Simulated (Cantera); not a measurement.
A closed system holds: 1 mol Si₃N₄, 6.9 mol O₂, 0.85 mol H₂, equilibrated at 82000 Pa.

These are equilibrium values from Cantera (NASA tables, ideal gas, pure condensed phases), not measurements of a reactor. Candidate condensed phases: H₂O, Si, SiO₂, Si₂N₂O, Si₃N₄; 35 gas species. The tables hold silica as quartz up to 1696 K and as liquid above; real silica turns to tridymite and cristobalite and melts near 1996 K. Gases not in the tables: Si(OH)₄. The numbers say what is thermodynamically allowed, not how fast it happens.

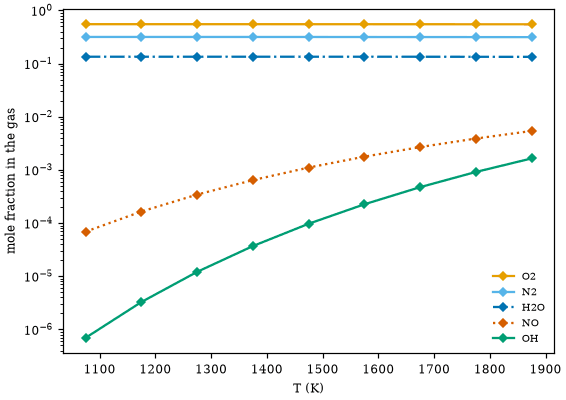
Fig. 1. Equilibrium gas composition (values under 1e-9 drawn at 1e-9)

Question: Read off the mole fractions at 1775 K.

Answer: O₂ about 0.55, N₂ about 0.31, H₂O about 0.13, NO about 0.0039, OH about 0.00091.
